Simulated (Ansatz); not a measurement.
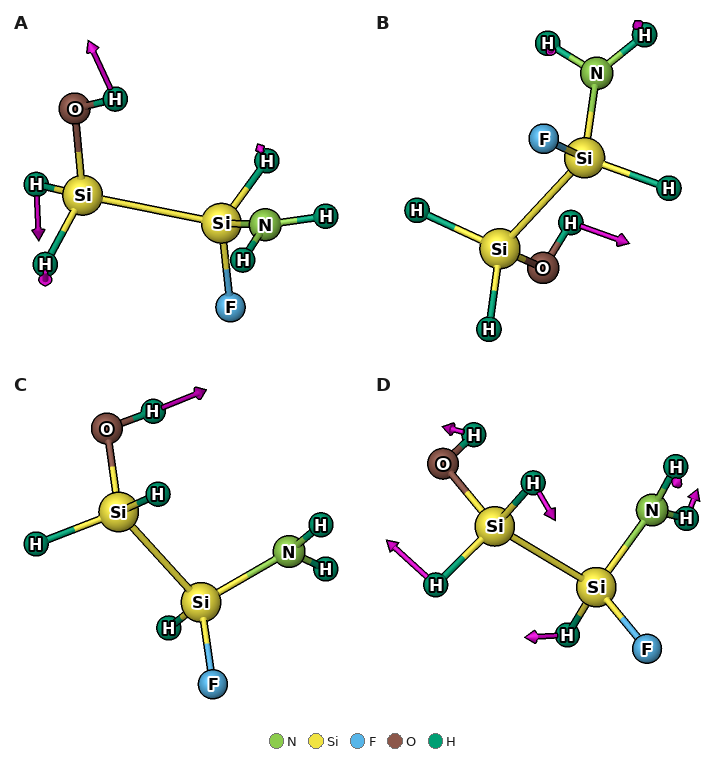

4 normal modes of one molecule or complex, as arrows. Harmonic vibrations computed with RKS PBE0-D4/def2-TZVP (Ansatz 0.2.0) at a stationary point of the same level.

### Match the panels to the wavenumbers 251 cm⁻¹, 727 cm⁻¹, 924 cm⁻¹, 3911 cm⁻¹.

A: 924 cm⁻¹, angle bending
B: 251 cm⁻¹, a torsion or out-of-plane motion in which bond lengths and bond angles hardly change
C: 3911 cm⁻¹, O–H stretching
D: 727 cm⁻¹, angle bending
